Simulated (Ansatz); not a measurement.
**Pd (Fm-3m): the Drude term of Re ε in the infrared**

Re ε of Pd (Fm-3m) at low photon energies is read from one computed spectrum; the carriers' damping was typed as γ = 0.1 eV.

Cell: a, b, c = 2.753, 2.753, 2.753 Å (primitive vectors), 1 atoms.

Method: Ansatz 0.2.0, PBE, independent particles, k-mesh 16×16×16 with interpolation inside its cells, Gaussian parameter 0.1 eV.

Launch of the response step: `ansatz run input.yaml --threads 4 --pin off --max-ram 8192MiB --backend cpu --events-out ev --progress --plain --runs-dir out`. The run took 8 s, on 4 threads of Intel(R) Xeon(R) Platinum 8488C (Sapphire Rapids) (shared host).

```tsv
photon energy E (eV)	wavelength (µm)	Re ε
0.25	4.96	-656.2
0.30	4.13	-459.7
0.35	3.54	-336.8
0.40	3.10	-257.8
0.50	2.48	-168.0
0.60	2.07	?
0.70	1.77	-91.4
```

A Drude term over a constant background gives Re ε = ε_b − ωp²/(E² + γ²), linear in 1/(E² + γ²).

Working, on the rows shown:

| x = 1/(E² + γ²) (eV⁻²) | y = Re ε |
| --- | --- |
| 13.7931 | -656.2 |
| 10 | -459.7 |
| 7.54717 | -336.8 |
| 5.88235 | -257.8 |
| 3.84615 | -168 |
| 2 | -91.4 |

Means: x̄ = 7.1781, ȳ = -328.32. Σ(x − x̄)(y − ȳ) = -4395, Σ(x − x̄)² = 91.45. Slope = -4395 / 91.45 = -48.06; intercept = ȳ − slope · x̄ = 16.665. The line misses the rows shown by at most 12.

Q: What does the fit predict for the withheld row, and how well does it do?

A: At x = 2.7027 the line gives y = -113.23. The run gave -120.0, so the interpolation is off by 6.8, 1.2 % of the range in the table.

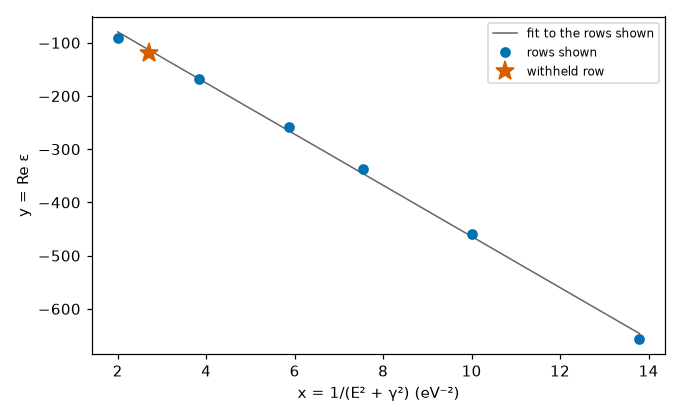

Refitted with all rows, the slope is -47.82 and the intercept 14.133. These give ωp = √(−slope) = 6.92 eV, against 7.38 eV from the program's Fermi-surface sum, and an intercept of 14.1. Taking the program's Drude term off the rows leaves 95 at the lowest energy and 18 at the highest, so the background isn't constant: interband transitions lie in or near the window, and neither fitted number can be trusted. The values come from a sum over the points of one k-mesh and carry its error, which is largest for Fermi-surface quantities. Spin-orbit coupling is left out.

[Logs are printed without paths, hosts, clocks, repeated set-up lines and the standing remarks that a program may print on its own settings, such as how far it seeks lower states.]
